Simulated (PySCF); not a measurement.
B(H)2(Br), SMILES BBr (H2BBr) at its PBE0/def2-SVP optimised geometry (Å):

```
4

B     -0.1574     0.3365     0.0000
H      1.0447     0.3365     0.0000
H     -0.8297     1.3331     0.0000
Br    -1.0447    -1.3331    -0.0027
```

Level of theory: PySCF with PBE0/def2-TZVP. Cells within 0.4 Å of a nucleus heavier than hydrogen are left out (blank, or x).

Map of the deformation density (molecule minus spherical neutral atoms) (e/bohr³) on the plane z = 0.0 Å:

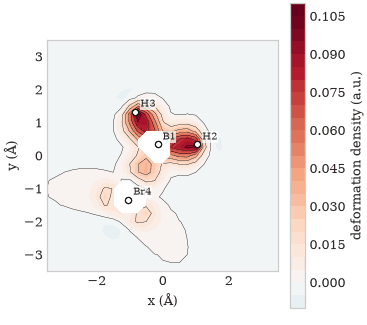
Figure. Deformation density (molecule minus spherical neutral atoms) (e/bohr³) on the plane z = 0.0 Å.
